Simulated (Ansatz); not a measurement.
Consider HfO2 (space group P2_1/c, No. 14; a = 5.1141 Å, b = 5.1816 Å, c = 5.2953 Å, α = γ = 90.00°, β = 99.47°).

One thing is altered: the cell is scaled by 1.0084 in all directions; the atoms relax in the strained cell.

Calculations: r2SCAN (Ansatz, a quantum-chemistry and plane-wave program, PAW, spin-orbit coupling left out).

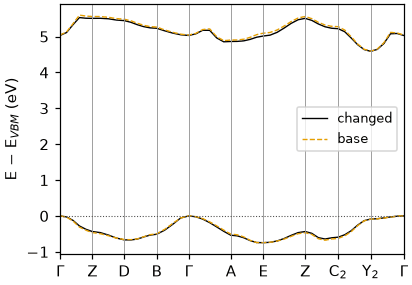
*Highest valence and lowest conduction band along the path, each from its own valence-band maximum*

Read the changed gap and its character from the plot.

About 4.6 eV, indirect, Γ → Y₂.

With Hf present, leaving out spin-orbit coupling can change the band edges. Gaps are read on the SCF mesh and a high-symmetry path. Whether these cells are dynamically stable was not tested.
